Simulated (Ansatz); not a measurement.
```yaml
atoms:
  - { symbol: B, position_ang: [0.0000, 0.0000, 0.0149] }
  - { symbol: H, position_ang: [0.0000, 0.0000, 1.3468] }
  - { symbol: H, position_ang: [1.0937, 0.0000, -0.4990] }
  - { symbol: H, position_ang: [-1.0937, 0.0000, -0.4990] }
  - { symbol: Cl, position_ang: [0.0000, 0.0000, 2.9964] }
```

Computed with UKS PBE-D4/cc-pVDZ (Ansatz 0.2.0).

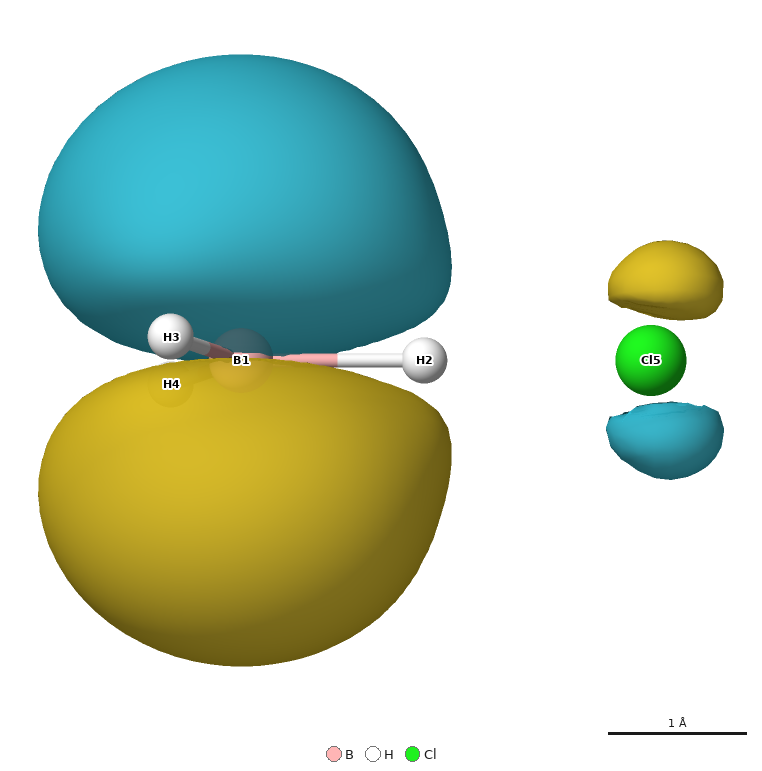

BH3···Cl (doublet). The LUMO (α) at ±0.08 Å⁻³ᐟ² (yellow and cyan are the two phases), seen from one side.

Q: Describe this orbital and give its energy.

A: Its weight (Hirshfeld) is mainly on B1 (about 75 %), H3 (about 5 %) and H4 (about 5 %); it changes sign across the molecular plane (π type). Its energy is −4.10 eV.
